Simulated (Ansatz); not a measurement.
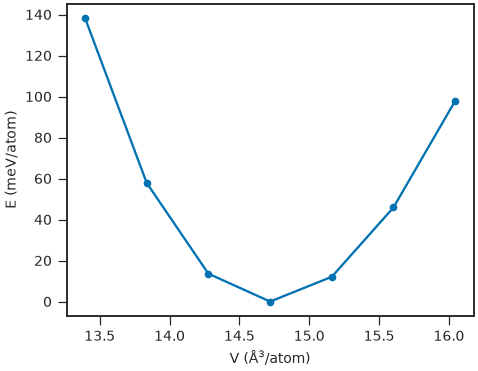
*MoPt in space group P-6m2 (No. 187; Mo on 1e, Pt on 1d) under volume change, LDA in the plane-wave PAW code Ansatz, shape and atoms relaxed at each volume.*

Question: What does a third-order Birch–Murnaghan fit give for V₀, B₀ and B′?

Answer: V₀ = 14.72 Å³/atom, B₀ = 310 GPa, B′ = 4.7.

The first step of the workflow began from a Materials Project structure, measured or hypothetical; the Crystallography Open Database copy checked does not list it. With Mo and Pt taken as one species the cell has the higher symmetry P6_3/mmc, so it may be an ordered model of a mixed-site phase. Whether it is the stable phase at ambient conditions was not checked. The LDA relaxation kept the symmetry of its start; its stability against distortions is not shown here. The run is not spin-polarised. Scalar-relativistic: spin–orbit coupling is off unless named, which matters more the heavier the elements.

Potentials: the later of the program's two PAW sets.
